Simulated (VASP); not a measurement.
Band structure of TaN (relaxed from the CsCl structure, space group Pm-3m). These are r2SCAN meta-GGA, VASP's PBE PAW potentials (set 64) (plane waves; VASP 6.6.1) values and carry that method's errors.

Unless said otherwise, spin-orbit coupling is left out, though it shifts the bands of the heavy elements here.

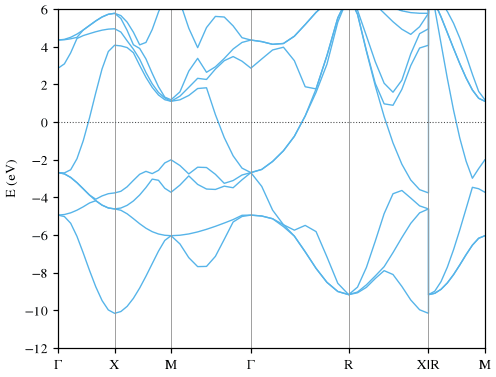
Fig. 1. Bands along high-symmetry lines, zero at the valence-band maximum or, without a gap, the Fermi level

### Question
Read the plot: is there a gap, and where are the band edges?

### Answer
It has no gap at this level: it comes out as a metal or semimetal.

The structure was generated: TaN was put into the CsCl type (Pm-3m), which need not be its known phase. It was relaxed first, which changed the volume by -13 %.
